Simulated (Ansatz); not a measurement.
**C5H14OSi (SMILES CCO[Si](C)(C)C): density, localisation and related maps**

The calculation's input:

```
crystal:
  periodic: [false, false, false]
  atoms:
    - {symbol: C, position_ang: [0.874888, -2.721209, -1.256028]}
    - {symbol: C, position_ang: [0.645814, -1.700890, -0.167712]}
    - {symbol: O, position_ang: [0.060105, -0.546648, -0.723066]}
    - {symbol: Si, position_ang: [-0.316980, 0.814335, 0.139215]}
    - {symbol: C, position_ang: [-1.063750, 1.982154, -1.103000]}
    - {symbol: C, position_ang: [-1.540062, 0.402190, 1.493677]}
    - {symbol: C, position_ang: [1.228230, 1.543733, 0.901287]}
    - {symbol: H, position_ang: [1.327772, -3.626711, -0.844610]}
    - {symbol: H, position_ang: [-0.070641, -2.990551, -1.731001]}
    - {symbol: H, position_ang: [1.539262, -2.317998, -2.022972]}
    - {symbol: H, position_ang: [1.600492, -1.449676, 0.315476]}
    - {symbol: H, position_ang: [-0.007574, -2.122808, 0.608721]}
    - {symbol: H, position_ang: [-1.349669, 2.926442, -0.631905]}
    - {symbol: H, position_ang: [-1.956756, 1.546542, -1.557686]}
    - {symbol: H, position_ang: [-0.353176, 2.204332, -1.902814]}
    - {symbol: H, position_ang: [-1.835208, 1.305557, 2.035103]}
    - {symbol: H, position_ang: [-1.117074, -0.292868, 2.224132]}
    - {symbol: H, position_ang: [-2.444952, -0.051645, 1.081191]}
    - {symbol: H, position_ang: [0.996056, 2.472492, 1.430277]}
    - {symbol: H, position_ang: [1.973661, 1.772043, 0.135054]}
    - {symbol: H, position_ang: [1.685161, 0.861983, 1.623761]}
basis:
  gaussian: {orbitals: def2-TZVPP}
hamiltonian: {xc: pbe0, dispersion: d4}
output: {orbitals: {seedname: orbitals}}
```

Run with:

```sh
ansatz run in.yaml --threads 2 --pin off --events-out ev --progress --plain --max-ram 32768MiB --backend cuda --devices 0, --max-vram 18GiB
```

Geometry: PBE0-D4/def2-TZVP.

Computed with Ansatz, RKS PBE0-D4/def2-TZVPP.

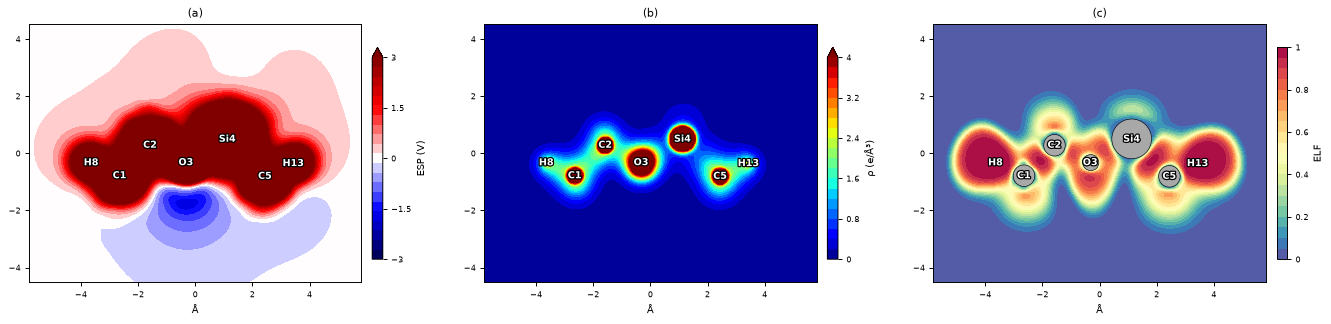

Figure 1. (a) electrostatic potential; (b) electron density; (c) electron localisation function on the plane of atoms O3, Si4 and C5. Grey discs cover the atomic cores in the ELF map.

> Describe what can be read from this map.

- Atoms in the plane: C, O, Si and H.
- C–O (1.41 Å): the density is about 2 e/Å³ at the midpoint, with its minimum of 1.8 e/Å³ about 0.5 Å from C; the ELF peaks at about 0.85 between the atoms: a shared but strongly polarised pair.
- C–C (1.51 Å): ρ is about 1.7 e/Å³ halfway; the ELF peaks at about 0.95 between the atoms: a shared electron pair.
- Si–O (1.65 Å): ρ at the midpoint is about 1.1 e/Å³; the ELF peaks at about 0.85 between the atoms: a polar covalent bond.
- C–Si (1.86 Å): ρ at the midpoint is about 1 e/Å³; the ELF peaks at about 0.95 between the atoms (a covalent bond).
- C–H (1.09 Å): ρ at the midpoint is about 2 e/Å³; the ELF climbs to about 1 towards the hydrogen, as it does in any bond to H; a covalent bond by its length.
- The ELF also peaks beside O3, away from the bonds: lone-pair regions.
- Outside the dense part of the molecule the potential is most negative (−1.8 V) near O3.

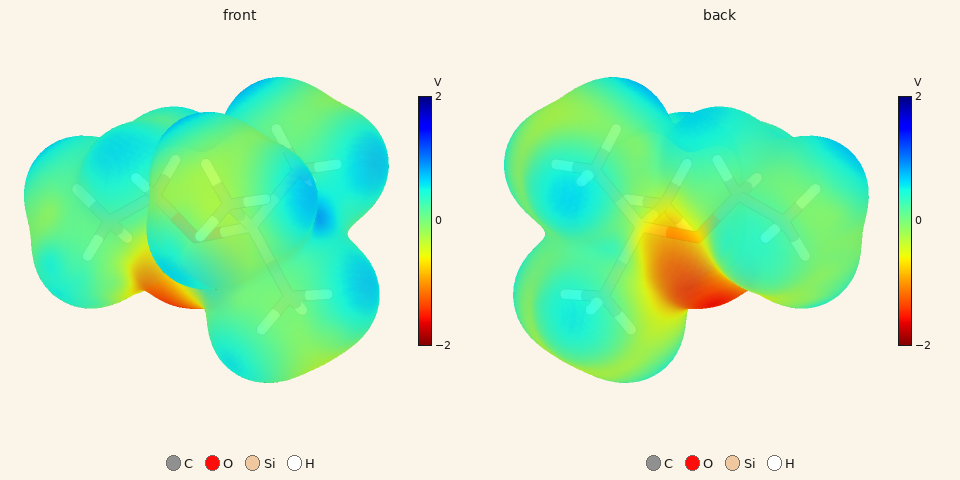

Figure 2. The molecular electrostatic potential painted on the density surface at 0.002 e/bohr³, seen from the front and from behind; red is negative and blue positive.

> Describe the electrostatic potential map.

The most negative region (about −1.5 V) lies over O3, the most positive (about +0.7 V) over the H and Si atoms. O3 is the likeliest acceptor of a hydrogen bond.

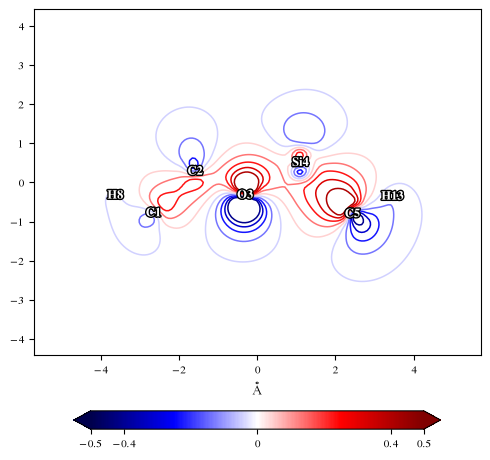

Figure 3. The HOMO−1 on the plane of atoms O3, Si4 and C5 (values in Å⁻³ᐟ²; the overall sign is arbitrary).

> What is the character of this orbital?

Its weight (Hirshfeld) is mainly on O3 (about 25 %), C5 (about 20 %), Si4 (about 15 %), C6 (about 10 %) and C7 (about 10 %). Its energy is −8.11 eV.
